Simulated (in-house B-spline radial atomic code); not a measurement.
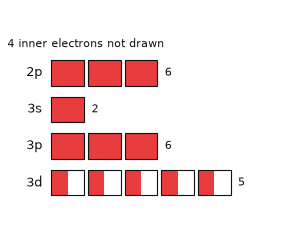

*The outer shells as the input fills them: a box for each of the 2l + 1 orbitals, shaded by the share of the shell that is filled, with the electron count at the right.*

Cu⁶⁺: RPA and GW calculation

Cu⁶⁺, configuration [Ar] 3d5. Computed at this level: RPA, second-order and SOSEX correlation energies and G0W0 (contour deformation) on a scalar-relativistic (spin-free one-electron X2C) mean field, all electrons, B-spline basis (in-house B-spline radial atomic code).

### Input file
```
Z = 29
electrons = 23.0
configuration = [Ar] 3d5
hamiltonian = x2c
method = pbe0
lmax = 9
rms_radius = 3.8823
spin_polarised = True
box_radius = 9.29
intervals = 67
```

The run was one of a batch that the task file lists, launched with:
```bash
python <driver script> task.json out
```

The program writes its results to a structured record and prints no log; tables and figures of this report are taken from that record.

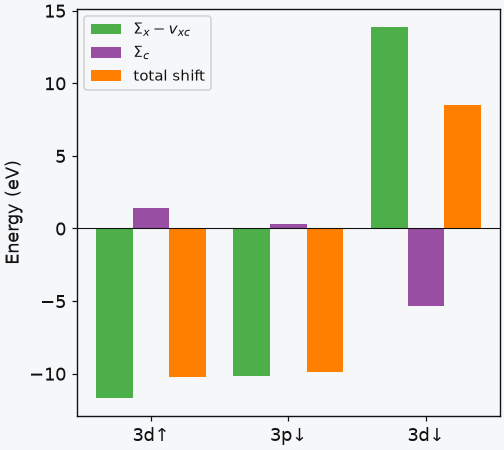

*Parts of the G₀W₀ correction to each level for Cu⁶⁺ ([Ar] 3d⁵). All-electron spherical atom, scalar X2C, PBE0 start, no spin-orbit coupling, Breit or QED terms; computed with a B-spline radial code. The quasi-particle equation is solved at full frequency; levels of low quasi-particle weight Z are left out. Σ columns are in eV, and Σc holds an estimate for the angular momenta beyond the basis.*

G₀W₀ moves the highest occupied level, 3d↑, from −129.14 to −139.38 eV (renormalisation factor Z = 0.97). The empty level 3d↓ goes from −113.05 to −104.52 eV.

```tsv
Level	Mean field (eV)	Σx − vxc (eV)	Σc (eV)	Z	G₀W₀ (eV)
3d↑	−129.14	−11.66	1.43	0.97	−139.38
3p↓	−191.87	−10.19	0.30	0.96	−201.77
3d↓	−113.05	13.86	−5.33	0.97	−104.52
```

### Results in brief

| quantity | value |
| --- | --- |
| outcome | converged |
| mean-field total energy | −1643.26811 hartree |
| total energy with exact exchange alone | −1642.41413 hartree |
| exact exchange energy | −63.33464 hartree |
| RPA correlation, extrapolated in the angular momentum of the empty orbitals | −1.56855 hartree |
| RPA correlation, as summed | −1.55287 hartree |
| direct second-order term | −1.74152 hartree |
| second-order exchange term | 0.57020 hartree |
| SOSEX term | 0.53369 hartree |
| hardware | 1 CPU thread, shared host |
| wall time | 1.8 s |

### Notes

Limits: spin-orbit coupling, Breit and QED terms are absent.
